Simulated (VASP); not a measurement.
Shape and ions are relaxed at each volume.

Energy against volume of Tc (hcp). Method: optB86b-vdW, VASP's PBE PAW potentials (set 64) (plane waves; VASP).

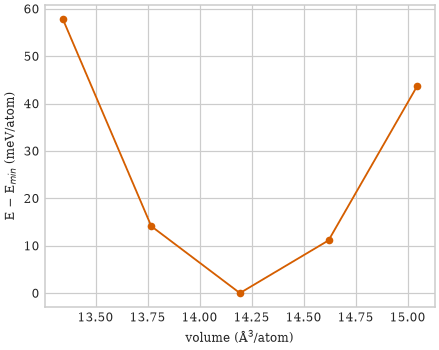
*Energy against volume*

### Question
Estimate the equilibrium volume and the bulk modulus.

### Answer
The minimum lies near 14.2 Å³/atom, and the curvature gives B0 of about 310 GPa.

Measured: bulk modulus 303 GPa at 0 K (computed value off by +3.6 %), as given by Vázquez-Parga, Fernández-Martínez, Viñes, J. Chem. Theory Comput. (2023), doi:10.1021/acs.jctc.3c00612, Supporting … [zero-point energy and finite temperature contributions removed].

The compound is Tc in the hcp structure. It was relaxed first.
